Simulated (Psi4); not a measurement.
**B3LYP/6-31G(d) (spherical functions) run of OH− (hydroxide)**

Aim: the vertical ionisation energy of OH− (hydroxide) at B3LYP/6-31G* (spherical functions), from 2 runs. 

The calculation is run with Psi4 1.11.

1 further run of the same task is left out (set aside as unsound or not needed).

## 1. Starting point

The species is OH− (2 atoms), meant as a singlet with charge -1. SMILES: `[OH-]`. The shape is that of a PBE0-D4/def2-TZVPD optimisation.

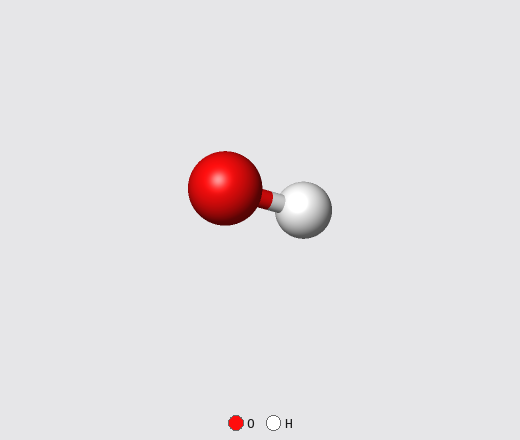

The structure, seen from a chosen angle (oxygen red, hydrogen white).

## 2. Energy and forces at B3LYP/6-31G(d) (spherical functions)

File job.dat:

```
memory 1600 mb

molecule molecule1 {
  -1 1
  O      0.77818922    -0.24906590     0.40156680
  H     -0.77818922     0.24906590    -0.40156680
  units bohr
  symmetry c1
  no_reorient
  no_com
}

set {
  basis 6-31G*
  puream true
  e_convergence 1e-09
  d_convergence 1e-08
  scf_type pk
  dft_radial_points 99
  dft_spherical_points 590
}

result, w = gradient('b3lyp', return_wfn=True)
```

Started as:

```console
psi4 -i job.dat -o job.out -n 1
```

job.out:

```text
[...]
  Running in c1 symmetry.
[...]
  Nuclear repulsion =    4.393567041470713
[...]
  Multiplicity = 1
[...]
  Nalpha       = 5
  Nbeta        = 5
[...]
    Number of basis functions: 16
[...]
   @RKS iter   1:   -75.42710740558674   -8.27637e-02   5.41481e-02 ADIIS/DIIS
[...]
   @RKS iter   9:   -75.71631858920269    0.00000e+00   1.45926e-09 DIIS
[...]
    Orbital Energies [Eh]
    ---------------------
    Doubly Occupied:
       1A    -18.654068     2A     -0.483531     3A      0.010883
       4A      0.165529     5A      0.165529
[...]
  @RKS Final Energy:   -75.71631858920269
   => Energetics <=
    Nuclear Repulsion Energy =              4.3935670414707131
    One-Electron Energy =                -117.2401958415674414
    Two-Electron Energy =                  44.6346993157491596
    DFT Exchange-Correlation Energy =      -7.5043891048551217
    Empirical Dispersion Energy =           0.0000000000000000
    VV10 Nonlocal Energy =                  0.0000000000000000
    Total Energy =                        -75.7163185892026860
[...]
 Multipole Moments:
 ------------------------------------------------------------------------------------
     Multipole            Electronic (a.u.)      Nuclear  (a.u.)        Total (a.u.)
 ------------------------------------------------------------------------------------
 L = 1.  Multiply by 2.5417464519 to convert [e a0] to [Debye]
 Dipole X            :         -6.4757329            5.4473245           -1.0284084
 Dipole Y            :          2.0726119           -1.7434613            0.3291506
 Dipole Z            :         -3.3416543            2.8109676           -0.5306867
 Magnitude           :                                                    1.2031593
[...]
  -Total Gradient:
     Atom            X                  Y                   Z
    ------   -----------------  -----------------  -----------------
       1       -0.018121146174     0.005799822800    -0.009351004222
       2        0.018121264858    -0.005799860786     0.009351065466
[...]
```

It took 6.3 s on 1 thread of Intel Xeon Platinum 8175M at 2.50GHz (Skylake/Cascade Lake), shared host; peak memory 0.26 GiB.

## 3. Doublet neutral OH: a single-point energy at UB3LYP/6-31G(d) (spherical functions)

File run.py:

```python
import psi4

psi4.set_memory('1600 MB')
psi4.set_num_threads(1)
psi4.core.set_output_file('ho.out', False)

molecule = psi4.geometry("""
0 2
O
H 1 0.963549
symmetry c1
no_reorient
no_com
""")

psi4.set_options({
    'basis': '6-31G*',
    'reference': 'uks',
    'puream': True,
    'e_convergence': 1e-09,
    'd_convergence': 1e-08,
    'scf_type': 'pk',
    'dft_radial_points': 99,
    'dft_spherical_points': 590,
    'maxiter': 200,
})

result, w = psi4.energy('b3lyp', return_wfn=True)
psi4.oeprop(w, 'WIBERG_LOWDIN_INDICES', 'DIPOLE', 'QUADRUPOLE', title='B3LYP')
print('E =', round(result, 9))
```

Started as:

```console
python run.py
```

ho.out:

```text
[...]
  Running in c1 symmetry.
[...]
  Nuclear repulsion =    4.393567618626557
[...]
  Multiplicity = 2
[...]
  Nalpha       = 5
  Nbeta        = 4
[...]
    Number of basis functions: 16
[...]
   @UKS iter   1:   -75.67781007865358   -3.33466e-01   2.02069e-02 DIIS/ADIIS
[...]
   @UKS iter   9:   -75.72119883382557   -2.54374e-12   8.88018e-09 DIIS
[...]
   @S^2 Observed:                7.518686680E-01
[...]
    Orbital Energies [Eh]
    ---------------------
    Alpha Occupied:
       1A    -19.204559     2A     -1.011548     3A     -0.468354
       4A     -0.403595     5A     -0.328571
    Alpha Virtual:
       6A      0.076324     7A      0.789300     8A      0.816909
       9A      0.865438    10A      0.916300    11A      1.234351
      12A      1.688993    13A      1.737561    14A      1.752007
      15A      1.752425    16A      2.425446
    Beta Occupied:
[...]
  @UKS Final Energy:   -75.72119883382557
   => Energetics <=
    Nuclear Repulsion Energy =              4.3935676186265571
    One-Electron Energy =                -112.7725878442748098
    Two-Electron Energy =                  39.8594221937651270
    DFT Exchange-Correlation Energy =      -7.2016008019424280
    Empirical Dispersion Energy =           0.0000000000000000
    VV10 Nonlocal Energy =                  0.0000000000000000
    Total Energy =                        -75.7211988338255537
[...]
 Multipole Moments:
 ------------------------------------------------------------------------------------
     Multipole            Electronic (a.u.)      Nuclear  (a.u.)        Total (a.u.)
 ------------------------------------------------------------------------------------
 L = 1.  Multiply by 2.5417464519 to convert [e a0] to [Debye]
 Dipole X            :          0.0000000            0.0000000            0.0000000
 Dipole Y            :          0.0000000            0.0000000            0.0000000
 Dipole Z            :         -0.1584926            0.8494810            0.6909885
 Magnitude           :                                                    0.6909885
 L = 2.  Multiply by 1.3450342976 to convert [e a0^2] to [Debye ang]
 Quadrupole XX       :         -4.1155951            0.0000000           -4.1155951
 Quadrupole XY       :          0.3591020            0.0000000            0.3591020
[...]
```

On the terminal:

```text
Memory set to   1.490 GiB by Python driver.
  Threads set to 1 by Python driver.
E = -75.721198834
```

Wall time 8.7 s (1 thread of Intel Xeon Platinum 8175M at 2.50GHz (Skylake/Cascade Lake), shared host); peak memory 0.25 GiB.

## 4. What came out

Level: B3LYP/6-31G* (spherical functions).

```
                                                          quantity         value
                                         singlet OH−: total energy  -75.71632 Eh
                                          singlet OH−: HOMO energy       4.50 eV
                                          singlet OH−: LUMO energy      11.46 eV
singlet OH−: HOMO–LUMO gap (to an unbound level, set by the basis)       6.96 eV
                             singlet OH−: largest force on an atom    1.090 eV/Å
                                  doublet neutral OH: total energy  -75.72120 Eh
                                 doublet neutral OH: dipole moment        1.76 D
            doublet neutral OH: HOMO energy (highest over α and β)      -8.21 eV
             doublet neutral OH: LUMO energy (lowest over α and β)      -4.17 eV
                                          doublet neutral OH: ⟨S²⟩         0.752
               vertical detachment energy (to the doublet neutral)     -0.133 eV
```

The species is unbound against losing an electron at this level, by 0.13 eV (−3.1 kcal/mol); missing correlation or diffuse functions can give that sign where the real anion is bound. The largest force (singlet OH−) is 1.09 eV/Å: the shape isn't a stationary point for this species at this level. The HOMO (singlet OH−) lies at positive energy, 4.50 eV; only total energies tell whether the electron is bound.
